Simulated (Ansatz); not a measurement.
**Geometry relaxation of CH₆AlFOSi (part 2 of 2)**

CH₆AlFOSi; RKS PBE0-D4/def2-TZVP (Ansatz 0.2.0). The geometry: PBE-D4/def2-SVP start.

Geometry of the input (Å):
```
O  0.1820  -1.0988  -0.5314
C  -0.3823  -0.8231  0.8021
Si -0.1429  1.1158  0.8504
F  -1.6450  1.7916  1.0301
Al 0.7053  0.6472  -1.4276
H  0.0448  -2.0138  -0.8450
H  0.1775  -1.4095  1.5608
H  -1.4545  -1.1127  0.8244
H  0.6077  1.4665  2.1134
H  2.2854  0.5482  -1.6993
H  -0.3126  0.8317  -2.6573
```

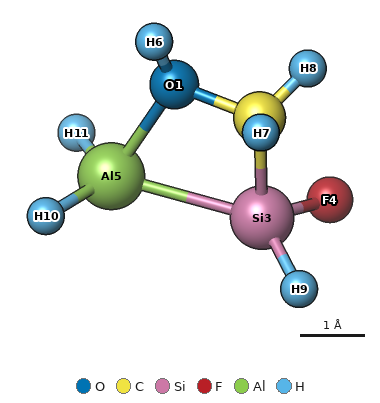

The geometry at step 14 of the log (ball-and-stick view, seen at a tilt; atoms are numbered from 1 in the order of the input).

**Trajectory as extended XYZ, continued**
```
11
Properties=species:S:1:pos:R:3:forces:R:3 step=6 energy=-20365.11780
O     0.1710   -1.0760   -0.5321    0.0251   0.0231  -0.0135
C    -0.3881   -0.8076    0.7962   -0.0048  -0.0251  -0.0029
Si   -0.1582    1.1100    0.8495   -0.0139   0.0018  -0.0216
F    -1.6194    1.7623    1.0696    0.0009   0.0040   0.0072
Al    0.6929    0.6391   -1.4168   -0.0043   0.0001  -0.0013
H     0.0511   -1.9786   -0.8414   -0.0069  -0.0087   0.0138
H     0.1739   -1.3842    1.5339    0.0029  -0.0014  -0.0081
H    -1.4374   -1.1125    0.8094   -0.0040   0.0123   0.0166
H     0.6080    1.4610    2.0789   -0.0002  -0.0042   0.0063
H     2.2619    0.5318   -1.6667    0.0036  -0.0036   0.0024
H    -0.2904    0.7976   -2.6599    0.0017   0.0017   0.0010
11
Properties=species:S:1:pos:R:3:forces:R:3 step=7 energy=-20365.11791
O     0.1718   -1.0756   -0.5327    0.0017   0.0001  -0.0075
C    -0.3871   -0.8076    0.7959   -0.0030  -0.0082   0.0020
Si   -0.1596    1.1105    0.8482   -0.0004  -0.0018  -0.0014
F    -1.6206    1.7622    1.0708   -0.0016   0.0020   0.0028
Al    0.6926    0.6391   -1.4176   -0.0011   0.0016  -0.0027
H     0.0491   -1.9781   -0.8413   -0.0008   0.0009   0.0075
H     0.1765   -1.3839    1.5326   -0.0001   0.0023  -0.0045
H    -1.4368   -1.1114    0.8122    0.0028   0.0028   0.0023
H     0.6068    1.4594    2.0785   -0.0006   0.0003  -0.0009
H     2.2622    0.5299   -1.6645   -0.0001  -0.0005   0.0011
H    -0.2895    0.7985   -2.6615    0.0032   0.0004   0.0014
11
Properties=species:S:1:pos:R:3:forces:R:3 step=8 energy=-20365.11795
O     0.1673   -1.0741   -0.5342    0.0018  -0.0062  -0.0076
C    -0.3872   -0.8079    0.7963   -0.0033   0.0026  -0.0034
Si   -0.1606    1.1101    0.8476    0.0025   0.0012   0.0050
F    -1.6217    1.7611    1.0714   -0.0031   0.0037   0.0019
Al    0.6926    0.6397   -1.4180   -0.0035  -0.0007  -0.0017
H     0.0491   -1.9780   -0.8404    0.0007  -0.0043   0.0025
H     0.1796   -1.3835    1.5309    0.0022   0.0002  -0.0014
H    -1.4365   -1.1126    0.8160    0.0015   0.0008   0.0026
H     0.6069    1.4598    2.0770   -0.0012   0.0010  -0.0002
H     2.2625    0.5280   -1.6623    0.0003  -0.0001   0.0022
H    -0.2866    0.8003   -2.6638    0.0020   0.0017   0.0000
11
Properties=species:S:1:pos:R:3:forces:R:3 step=9 energy=-20365.11805
O     0.1533   -1.0713   -0.5397   -0.0053  -0.0247  -0.0100
C    -0.3875   -0.8084    0.7968   -0.0031   0.0200  -0.0076
Si   -0.1638    1.1100    0.8459    0.0097   0.0035   0.0122
F    -1.6246    1.7595    1.0748   -0.0049   0.0041  -0.0008
Al    0.6909    0.6402   -1.4198   -0.0039   0.0020   0.0036
H     0.0507   -1.9799   -0.8378    0.0052   0.0000  -0.0018
H     0.1895   -1.3815    1.5251    0.0039  -0.0020   0.0030
H    -1.4355   -1.1165    0.8277    0.0019  -0.0038   0.0009
H     0.6079    1.4609    2.0723   -0.0032   0.0012   0.0000
H     2.2624    0.5226   -1.6522   -0.0009  -0.0012   0.0014
H    -0.2778    0.8074   -2.6725    0.0005   0.0008  -0.0008
11
Properties=species:S:1:pos:R:3:forces:R:3 step=10 energy=-20365.11326 accepted=F
O     0.0448   -1.0494   -0.5834   -0.0832  -0.7387  -0.0068
C    -0.3896   -0.8110    0.7995   -0.0123   0.0849  -0.0165
Si   -0.1873    1.1099    0.8349    0.0382   0.0155   0.0619
F    -1.6470    1.7487    1.0974    0.0000   0.0047  -0.0192
Al    0.6777    0.6459   -1.4307    0.0109   0.0043   0.0019
H     0.0666   -1.9939   -0.8199    0.0298   0.5844   0.0573
H     0.2663   -1.3645    1.4800   -0.0683   0.0479  -0.0847
H    -1.4265   -1.1477    0.9159    0.1400   0.0013  -0.0328
H     0.6128    1.4702    2.0415   -0.0201   0.0023  -0.0010
H     2.2597    0.4747   -1.5792   -0.0488   0.0003   0.0037
H    -0.2122    0.8601   -2.7353    0.0139  -0.0069   0.0360
11
Properties=species:S:1:pos:R:3:forces:R:3 step=11 energy=-20365.11857
O     0.1184   -1.0671   -0.5548   -0.0122  -0.0016   0.0006
C    -0.3884   -0.8083    0.7958    0.0087   0.0085  -0.0114
Si   -0.1683    1.1101    0.8445    0.0037   0.0195   0.0005
F    -1.6288    1.7596    1.0764   -0.0011  -0.0024  -0.0021
Al    0.6861    0.6415   -1.4220    0.0035  -0.0051   0.0119
H     0.0621   -1.9861   -0.8320    0.0054  -0.0030  -0.0027
H     0.2129   -1.3752    1.5092    0.0030  -0.0035   0.0066
H    -1.4320   -1.1262    0.8530   -0.0047  -0.0059   0.0071
H     0.6059    1.4650    2.0687   -0.0055  -0.0097  -0.0043
H     2.2597    0.5042   -1.6315    0.0004  -0.0009  -0.0033
H    -0.2623    0.8255   -2.6868   -0.0011   0.0042  -0.0028
11
Properties=species:S:1:pos:R:3:forces:R:3 step=13 energy=-20365.11945
O     0.0664   -1.0573   -0.5751   -0.0406  -0.1825   0.0084
C    -0.3870   -0.8083    0.7976   -0.0018   0.0261  -0.0255
Si   -0.1777    1.1110    0.8400    0.0138   0.0101   0.0207
F    -1.6404    1.7536    1.0761    0.0001   0.0040  -0.0054
Al    0.6834    0.6437   -1.4243   -0.0032  -0.0105   0.0031
H     0.0671   -1.9886   -0.8257    0.0210   0.1353   0.0066
H     0.2521   -1.3659    1.4869   -0.0126   0.0152  -0.0195
H    -1.4236   -1.1420    0.8967    0.0365  -0.0018  -0.0008
H     0.6008    1.4682    2.0605   -0.0082   0.0001   0.0034
H     2.2588    0.4742   -1.6046   -0.0094   0.0007   0.0029
H    -0.2346    0.8544   -2.7075    0.0042   0.0032   0.0062
11
Properties=species:S:1:pos:R:3:forces:R:3 step=14 energy=-20365.09912 accepted=F
O    -0.1019   -1.0408   -0.6368    0.2179  -1.2928   0.1762
C    -0.3768   -0.8048    0.7991   -0.0859  -0.1014   0.0086
Si   -0.1920    1.1146    0.8317   -0.0230  -0.0234  -0.0094
F    -1.6669    1.7417    1.0295    0.0034   0.0205   0.0181
Al    0.6777    0.6423   -1.4246   -0.0201  -0.0075  -0.0188
H     0.0934   -1.9937   -0.8119   -0.2160   1.1989   0.0737
H     0.3769   -1.3308    1.4088   -0.2073   0.1418  -0.2444
H    -1.3831   -1.1906    1.0336    0.3367   0.0925  -0.1040
H     0.5592    1.4799    2.0637    0.0098   0.0204   0.0388
H     2.2494    0.3616   -1.5350   -0.0692  -0.0148   0.0038
H    -0.1704    0.9637   -2.7374    0.0536  -0.0342   0.0575
11
Properties=species:S:1:pos:R:3:forces:R:3 step=15 energy=-20365.12352
O    -0.0182   -1.0495   -0.6049   -0.0007  -0.0661  -0.0478
C    -0.3833   -0.8042    0.7933   -0.0170  -0.0092   0.0280
Si   -0.1850    1.1145    0.8374   -0.0220   0.0250   0.0178
F    -1.6520    1.7534    1.0597    0.0134   0.0001  -0.0010
Al    0.6760    0.6394   -1.4216    0.0046  -0.0015  -0.0127
H     0.0929   -1.9805   -0.8240    0.0029   0.0452   0.0079
H     0.3129   -1.3420    1.4418   -0.0120   0.0082  -0.0113
H    -1.4016   -1.1652    0.9590    0.0292  -0.0009   0.0102
H     0.5802    1.4699    2.0665   -0.0017   0.0016   0.0016
H     2.2486    0.4108   -1.5651   -0.0073  -0.0048   0.0006
H    -0.2051    0.8963   -2.7215    0.0106   0.0024   0.0068
11
Properties=species:S:1:pos:R:3:forces:R:3 step=16 energy=-20365.12185 accepted=F
O    -0.1100   -1.0407   -0.6384    0.1142  -0.5440   0.0234
C    -0.3779   -0.7998    0.7889   -0.0534  -0.0450   0.0863
Si   -0.2011    1.1205    0.8343   -0.0176   0.0015   0.0258
F    -1.6725    1.7508    1.0532    0.0276  -0.0075  -0.0147
Al    0.6678    0.6349   -1.4183    0.0085   0.0138  -0.0549
H     0.1159   -1.9683   -0.8246   -0.1212   0.4951   0.0518
H     0.3830   -1.3125    1.3908   -0.0922   0.0570  -0.1089
H    -1.3716   -1.1946    1.0340    0.1543   0.0332  -0.0640
H     0.5561    1.4752    2.0682    0.0033   0.0059   0.0007
H     2.2338    0.3290   -1.5245   -0.0385   0.0011   0.0215
H    -0.1582    0.9486   -2.7431    0.0151  -0.0111   0.0330
11
Properties=species:S:1:pos:R:3:forces:R:3 step=17 energy=-20365.12507
O    -0.0608   -1.0468   -0.6222   -0.0444  -0.0448   0.0113
C    -0.3819   -0.8026    0.7894    0.0329   0.0238   0.0363
Si   -0.1942    1.1180    0.8368    0.0386  -0.0150  -0.0303
F    -1.6610    1.7540    1.0577   -0.0260   0.0104   0.0015
Al    0.6722    0.6363   -1.4234    0.0026   0.0072   0.0549
H     0.0990   -1.9746   -0.8231    0.0052   0.0331  -0.0164
H     0.3482   -1.3263    1.4115   -0.0041   0.0064   0.0058
H    -1.3846   -1.1827    0.9981    0.0106  -0.0089  -0.0327
H     0.5685    1.4746    2.0678   -0.0059  -0.0083  -0.0071
H     2.2415    0.3723   -1.5400   -0.0023  -0.0050  -0.0024
H    -0.1814    0.9208   -2.7321   -0.0071   0.0011  -0.0211
11
Properties=species:S:1:pos:R:3:forces:R:3 step=19 energy=-20365.12501 accepted=F
O    -0.1229   -1.0455   -0.6395    0.0580  -0.0844   0.0117
C    -0.3713   -0.8006    0.7903   -0.0435  -0.0265   0.0118
Si   -0.2005    1.1207    0.8295    0.0152  -0.0067  -0.0026
F    -1.6713    1.7520    1.0401   -0.0163  -0.0012   0.0104
Al    0.6651    0.6266   -1.4203   -0.0075   0.0548   0.0146
H     0.0897   -1.9660   -0.8322   -0.0231   0.0864   0.0032
H     0.3998   -1.3071    1.3792   -0.0320   0.0190  -0.0447
H    -1.3553   -1.2053    1.0422    0.0485   0.0168   0.0046
H     0.5563    1.4801    2.0623   -0.0030   0.0023   0.0055
H     2.2341    0.3321   -1.4891   -0.0298  -0.0247  -0.0257
H    -0.1582    0.9561   -2.7419    0.0334  -0.0358   0.0112
11
Properties=species:S:1:pos:R:3:forces:R:3 step=20 energy=-20365.12637
O    -0.1103   -1.0399   -0.6361   -0.0024  -0.0028   0.0134
C    -0.3722   -0.7993    0.7905   -0.0019  -0.0017  -0.0135
Si   -0.2015    1.1214    0.8351    0.0026   0.0067   0.0015
F    -1.6739    1.7494    1.0488    0.0043  -0.0047  -0.0018
Al    0.6670    0.6338   -1.4175   -0.0006   0.0029  -0.0015
H     0.0903   -1.9594   -0.8365   -0.0015   0.0003  -0.0011
H     0.3928   -1.3087    1.3818    0.0000   0.0022  -0.0004
H    -1.3575   -1.2008    1.0358   -0.0001  -0.0049   0.0012
H     0.5537    1.4800    2.0693    0.0000   0.0013  -0.0010
H     2.2311    0.3270   -1.5066   -0.0022   0.0002   0.0018
H    -0.1540    0.9394   -2.7440    0.0020   0.0003   0.0014
11
Properties=species:S:1:pos:R:3:forces:R:3 step=21 energy=-20365.12640
O    -0.1142   -1.0397   -0.6370   -0.0011  -0.0016   0.0057
C    -0.3718   -0.7991    0.7902    0.0019  -0.0042  -0.0050
Si   -0.2015    1.1217    0.8349   -0.0046   0.0023  -0.0017
F    -1.6746    1.7480    1.0477    0.0021  -0.0002   0.0001
Al    0.6664    0.6335   -1.4173    0.0014   0.0037   0.0003
H     0.0880   -1.9589   -0.8376   -0.0021   0.0020   0.0004
H     0.3965   -1.3066    1.3789    0.0003  -0.0003   0.0001
H    -1.3552   -1.2032    1.0392    0.0017   0.0005   0.0001
H     0.5531    1.4816    2.0690    0.0000  -0.0004  -0.0003
H     2.2301    0.3241   -1.5025   -0.0008  -0.0009  -0.0004
H    -0.1514    0.9416   -2.7450    0.0012  -0.0009   0.0007
11
Properties=species:S:1:pos:R:3:forces:R:3 step=22 energy=-20365.12641
O    -0.1176   -1.0390   -0.6378    0.0010  -0.0008   0.0010
C    -0.3708   -0.7991    0.7902    0.0012  -0.0019  -0.0009
Si   -0.2024    1.1221    0.8346   -0.0021  -0.0010   0.0016
F    -1.6760    1.7471    1.0473    0.0012   0.0005  -0.0008
Al    0.6666    0.6334   -1.4169   -0.0013   0.0029  -0.0004
H     0.0848   -1.9580   -0.8390   -0.0017   0.0002   0.0003
H     0.4003   -1.3052    1.3764    0.0000   0.0005   0.0002
H    -1.3526   -1.2049    1.0426    0.0013   0.0011  -0.0007
H     0.5520    1.4826    2.0685   -0.0001   0.0000   0.0005
H     2.2299    0.3213   -1.4997   -0.0003  -0.0008   0.0000
H    -0.1487    0.9428   -2.7456    0.0008  -0.0008  -0.0008
```

**Key numbers**

| quantity | value |
| --- | --- |
| outcome | converged |
| total energy | −20365.1264 eV |
| mean-field energy | −20364.9228 eV |
| dispersion energy | −0.2036 eV |
| SCF solution under orbital rotations | stable |
| largest force (length of the vector) at the end | 0.003 eV/Å |
| dipole moment | 4.08 D |
| hardware | 4 threads of Arm Neoverse V1, 23 GiB of memory available, shared host |
| wall time | 84 s (CPU time 5.3 min) |
| peak memory | 0.55 GiB |
